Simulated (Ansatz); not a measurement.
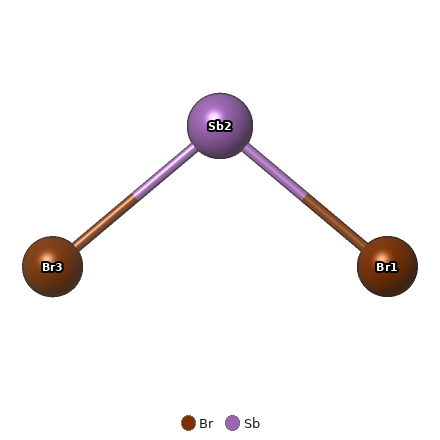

The system is Br₂Sb, SMILES [Br][Sb][Br], spin multiplicity 2; the picture shows the reference structure. First axis: angle Br1–Sb2–Br3 (carried through 180). Second axis: change of the bonds Sb2–Br1, Sb2–Br3, all alike. Nothing is relaxed (all other coordinates rigid). The grid has 13 × 13 points; 91 points were computed and 78 follow by symmetry. Points are written as (first, second). Energies: eV, counted from the lowest grid point. These are results of UKS PBE0-D4/def2-SVP (Ansatz), not measurements.

Its coordinates:

```xyz
3

Br    1.1980    1.3967    0.7978
Sb   -0.8000    0.4337   -0.3882
Br   -0.2062   -2.0095   -0.3250
```

Range: angle Br1–Sb2–Br3 (carried through 180) from 81.9 to 278.1°; change of the bonds Sb2–Br1, Sb2–Br3, all alike from −0.277 to 0.428 Å.

What will the energy surface look like?

The lowest grid point is at (98.3°, 0.017 Å); the map holds 2 wells of about this depth. No other kind of well shows on this grid. The highest grid point, (180.0°, −0.277 Å), lies 3.98 eV above the lowest. On the interpolated surface the easiest way out of the lowest well to a well of about the same depth near (261.7°, 0.017 Å) passes a barrier of about 1.4 eV.

| second ↓, first → | 81.9 | 98.3 | 114.6 | 131.0 | 147.3 | 163.7 | 180.0 | 196.3 | 212.7 | 229.0 | 245.4 | 261.7 | 278.1 |
| --- | --- | --- | --- | --- | --- | --- | --- | --- | --- | --- | --- | --- | --- |
| 0.428 | 1.50 | 1.37 | 1.41 | 1.58 | 1.82 | 2.06 | 2.17 | 2.06 | 1.82 | 1.58 | 1.41 | 1.37 | 1.50 |
| 0.369 | 1.23 | 1.09 | 1.14 | 1.33 | 1.59 | 1.84 | 1.96 | 1.84 | 1.59 | 1.33 | 1.14 | 1.09 | 1.23 |
| 0.310 | 0.98 | 0.82 | 0.88 | 1.09 | 1.37 | 1.65 | 1.77 | 1.65 | 1.37 | 1.09 | 0.88 | 0.82 | 0.98 |
| 0.252 | 0.75 | 0.58 | 0.65 | 0.87 | 1.18 | 1.48 | 1.62 | 1.48 | 1.18 | 0.87 | 0.65 | 0.58 | 0.75 |
| 0.193 | 0.55 | 0.37 | 0.44 | 0.69 | 1.02 | 1.35 | 1.50 | 1.35 | 1.02 | 0.69 | 0.44 | 0.37 | 0.55 |
| 0.134 | 0.39 | 0.19 | 0.28 | 0.55 | 0.91 | 1.27 | 1.44 | 1.27 | 0.91 | 0.55 | 0.28 | 0.19 | 0.39 |
| 0.075 | 0.29 | 0.06 | 0.16 | 0.46 | 0.86 | 1.26 | 1.44 | 1.26 | 0.86 | 0.46 | 0.16 | 0.06 | 0.29 |
| 0.017 | 0.26 | 0.00 | 0.11 | 0.44 | 0.88 | 1.32 | 1.52 | 1.32 | 0.88 | 0.44 | 0.11 | 0.00 | 0.26 |
| −0.042 | 0.32 | 0.02 | 0.14 | 0.50 | 0.99 | 1.47 | 1.70 | 1.47 | 0.99 | 0.50 | 0.14 | 0.02 | 0.32 |
| −0.101 | 0.49 | 0.15 | 0.27 | 0.67 | 1.20 | 1.75 | 2.01 | 1.75 | 1.20 | 0.67 | 0.27 | 0.15 | 0.49 |
| −0.159 | 0.80 | 0.40 | 0.53 | 0.96 | 1.55 | 2.16 | 2.46 | 2.16 | 1.55 | 0.96 | 0.53 | 0.40 | 0.80 |
| −0.218 | 1.28 | 0.81 | 0.95 | 1.41 | 2.07 | 2.76 | 3.11 | 2.76 | 2.07 | 1.41 | 0.95 | 0.81 | 1.28 |
| −0.277 | 1.99 | 1.42 | 1.56 | 2.06 | 2.78 | 3.57 | 3.98 | 3.57 | 2.78 | 2.06 | 1.56 | 1.42 | 1.99 |

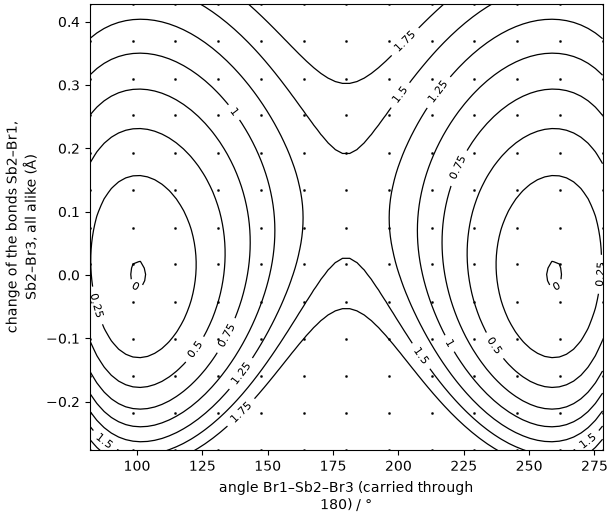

The picture shows contour lines labelled in eV (none above 1.75), dots at the grid points. Between grid points the surface is interpolated.

Each point was launched as `ansatz run input.yaml --threads 1 --pin off --max-ram 2560MiB --backend cpu --events-out ev --progress --plain --runs-dir out`. The whole map (91 points run) took 39 min on 1 thread of Arm Neoverse N1, on a shared host.
